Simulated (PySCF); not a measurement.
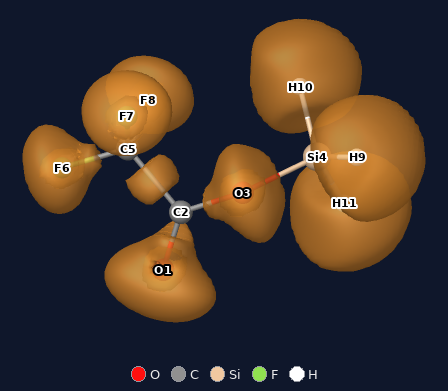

Figure 1: C2H3F3O2Si (SMILES O=C(O[SiH3])C(F)(F)F). Isosurface of the electron localisation function at 0.75 (orange), seen across its widest extent. Core shells and regions of very low density are left out.

Geometry: GFN2-xTB.

All numbers below come from PBE0/pcSseg-1, SCF density, gas phase, non-relativistic in PySCF 2.14.0.

The calculation's input:

```
{"job": {"kind": "nmr", "xc": "PBE0", "basis": "pcSseg-1", "pop": false}, "charge": 0, "multiplicity": 1}
O     -0.689079    -2.044184    -0.590890
C     -0.527609    -0.975155    -0.094121
O      0.554597    -0.521204     0.458553
Si     1.886174     0.401418     0.094774
C     -1.683727     0.077631    -0.008205
F     -2.845592    -0.396564    -0.443029
F     -1.857236     0.514027     1.244881
F     -1.376006     1.153002    -0.755793
H      2.553079     0.318598     1.381915
H      1.416264     1.732072    -0.276359
H      2.569136    -0.259641    -1.011727
```

Launched as:

```sh
OMP_NUM_THREADS=1 python ens_run.py task.json out
```

Question: Identify the bonds, lone pairs and shells in this picture.

Answer: The surface consists of one region between bonded C–C atoms (shared pairs), three regions around hydrogen nuclei, three regions on F in which the atom's valence shell and bonds are merged and two regions on O in which the atom's valence shell and bonds are merged. Along the contacts the grid gives the following. C–O (1.19 Å): the ELF peaks at about 0.85 between the atoms: a multiple bond. C–F (1.33 Å): the ELF peaks at about 0.85 between the atoms, as expected for a shared but strongly polarised pair.
